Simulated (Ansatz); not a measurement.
CHBO$_{2}$ (charge −1, doublet)

Input

```
crystal:
  periodic: [false, false, false]
  atoms:
    - symbol: C
      position_ang: [-2.075887, -0.921625, -0.453766]
    - symbol: B
      position_ang: [-1.642753, -1.391810, 0.906896]
    - symbol: O
      position_ang: [-1.553483, -1.277846, -1.573232]
    - symbol: O
      position_ang: [-1.311124, -1.758871, 2.041091]
    - symbol: H
      position_ang: [-2.932044, -0.197320, -0.458497]
basis:
  gaussian:
    orbitals: def2-TZVPD
total_charge: -1
hamiltonian:
  xc: {name: PBE0}
magnetization:
  spin_polarized: true
  initial_magnetization: 1
output: {forces: true, orbitals: {seedname: orbitals}}
```

Run with:

```sh
ansatz run input.yaml --threads 2 --pin off --max-ram 4350MiB --events-out events.jsonl --progress --plain --runs-dir runs
```

Geometry: PBE0-D3(BJ)/def2-SVPD; the highest occupied orbital lies above zero, a sign that basis and functional describe the outermost electron poorly.

Computed with Ansatz 0.2.0, isolated molecule in a Gaussian basis; Kohn-Sham density functional theory, functional PBE0.

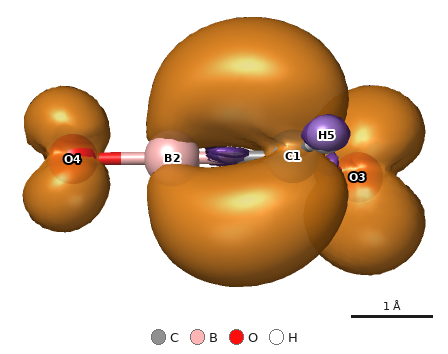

Figure 1. Isosurfaces of the spin density at +0.015 (orange) and −0.015 e/Å³ (purple), seen from one side.

Question: Where is the unpaired spin?

Answer: The unpaired spin (1 electron) lies mostly on O3 (about 0.4), C1 (about 0.3), B2 (about 0.2) and O4 (about 0.1), in electrons by Hirshfeld's partition.

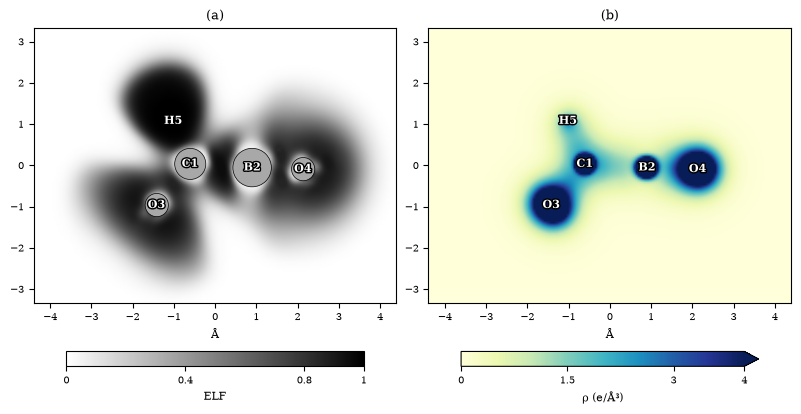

Figure 2. (a) electron localisation function; (b) total electron density on the molecular plane. Grey discs cover the atomic cores in the ELF map.

Question: What do the fields say about this system?

Answer: The plane passes through C, B, O and H nuclei.
B–O (1.24 Å): the density is about 2.9 e/Å³ at the midpoint; the ELF peaks at about 0.85 between the atoms: a short, strongly polar bond.
C–O (1.29 Å): ρ is about 2.8 e/Å³ halfway; the ELF peaks at about 0.85 between the atoms; a polar covalent bond.
C–B (1.50 Å): ρ at the midpoint is about 1.5 e/Å³; the ELF peaks at about 0.95 between the atoms: a covalent bond.
C–H (1.12 Å): ρ at the midpoint is about 1.8 e/Å³; the ELF climbs to about 1 towards the hydrogen, as it does in any bond to H (an ordinary covalent bond to hydrogen).
The ELF also peaks beside O3 and O4, away from the bonds: non-bonding electrons, paired or unpaired.

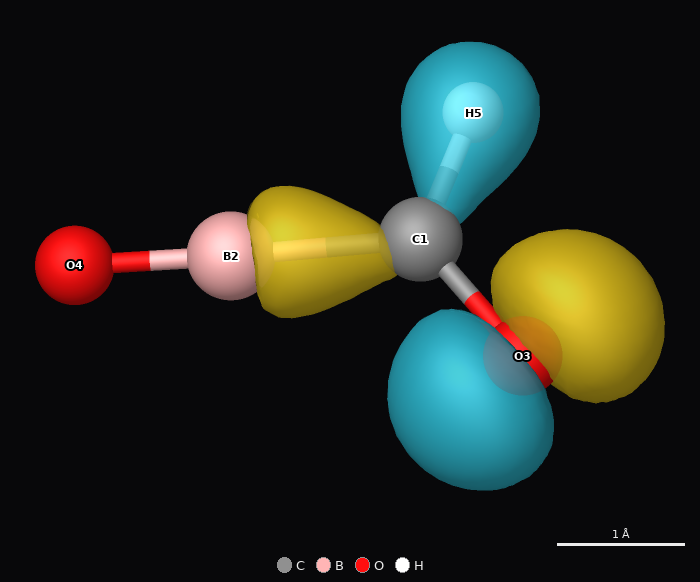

Figure 3. The HOMO−1 (α) at ±0.2 Å⁻³ᐟ² (yellow and cyan are the two phases), seen at a tilt.

Question: Describe this orbital and give its energy.

Answer: By Hirshfeld shares it lies mainly on O3 (about 70 %), C1 (about 15 %), H5 (about 10 %) and B2 (about 5 %); it is symmetric in the molecular plane (an in-plane orbital: σ, lone-pair or in-plane π type); largely a lone pair of O3. Its energy is −1.46 eV.
